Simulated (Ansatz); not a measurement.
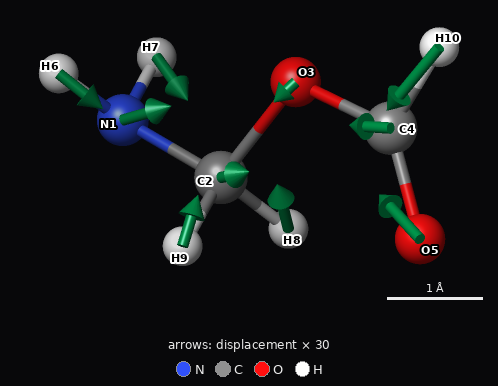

This is a relaxation of C₂H₅NO₂. The starting structure is drawn; green arrows show the displacements, 30 times their true length. The two geometries are superimposed by the best rigid fit.

Style: ball-and-stick. Shown from a free direction.

The start comes from PBE-D4/def2-SVP.

Computed with RKS PBE0-D4/def2-TZVP (Ansatz 0.2.0).

Input file:
```yaml
crystal:
  periodic: [false, false, false]
  atoms:
    - {symbol: N, position_ang: [-1.562019, 0.885860, 0.186260]}
    - {symbol: C, position_ang: [-0.617592, -0.160880, 0.153025]}
    - {symbol: O, position_ang: [0.734174, 0.332875, -0.214519]}
    - {symbol: C, position_ang: [1.704552, -0.593048, -0.257770]}
    - {symbol: O, position_ang: [1.573061, -1.776609, -0.027040]}
    - {symbol: H, position_ang: [-1.327079, 1.601339, 0.882243]}
    - {symbol: H, position_ang: [-1.669092, 1.344323, -0.724738]}
    - {symbol: H, position_ang: [-0.896558, -0.933329, -0.592596]}
    - {symbol: H, position_ang: [-0.526379, -0.654326, 1.142141]}
    - {symbol: H, position_ang: [2.670031, -0.097305, -0.543907]}
basis:
  gaussian: {orbitals: def2-TZVP}
hamiltonian: {xc: pbe0, dispersion: d4}
relax: {f_tol: 0.005, max_steps: 150}
```

Run as
```bash
ansatz run in.yaml --threads 4 --pin off --events-out ev --progress --plain --max-ram 10444MiB
```

Question: Describe the change and its energy.

Answer: Over 6 accepted moves (7 points after the start) the energy falls by 1.26 kcal/mol. The largest force component goes from 1.4 to 0.00086 eV/Å. The line search rejected the trial step at point 4 of the run. The atom that moves furthest after the best rigid fit is H10 (0.034 Å). Largest moves by element: H 0.034 Å, O 0.030 Å, N 0.022 Å, C 0.020 Å. Some distances before and after: C2–O3 1.485 → 1.464 Å, C4–H10 1.122 → 1.101 Å, C2–H8 1.109 → 1.090 Å, O3–C4 1.342 → 1.326 Å. The run took 16 s on 4 threads of Arm Neoverse V2, on a shared host.
